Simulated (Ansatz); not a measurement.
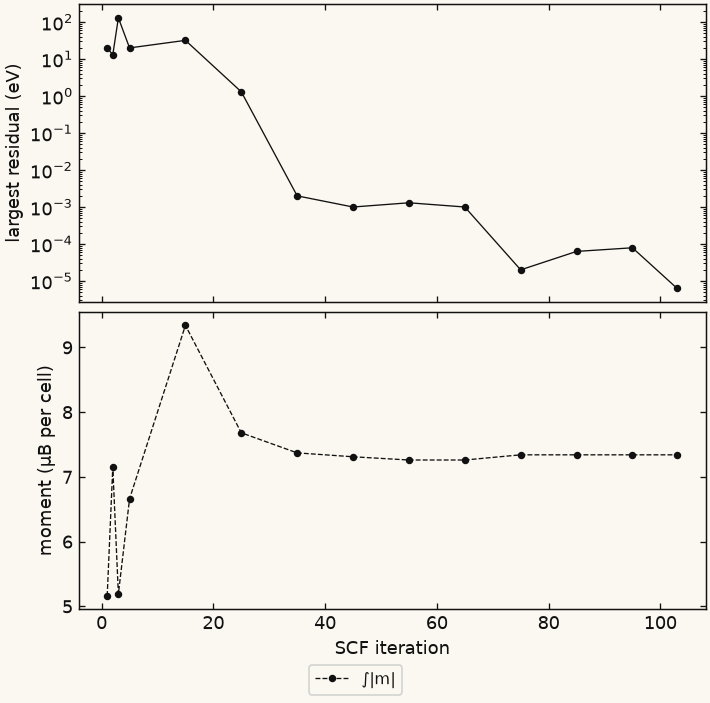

Plot: SCF iterations of a calculation: largest residual, magnetic moments. The run: Co (3 atoms in the cell), by DFT, PBE, fully relativistic norm-conserving potentials, plane waves, spin-orbit coupling in Ansatz development build ahead of 0.2.0; cutoff 800 eV, 1×1×1 k-mesh, Gaussian smearing of 0.05 eV, spin-polarised. Setting under test: residual threshold 1.0e-05 eV, iteration limit 200, default search for lower states. Only some iterations were kept.

It converged, after 103 iterations. The residual falls unevenly and jumps up by a factor of two or more twice between kept points. The residual starts near 20 and ends near 6 × 10⁻⁶ eV. The integral of |m| goes from 5.2 to 7.3 μB per cell, with excursions between 5.2 and 9.3 on the way.
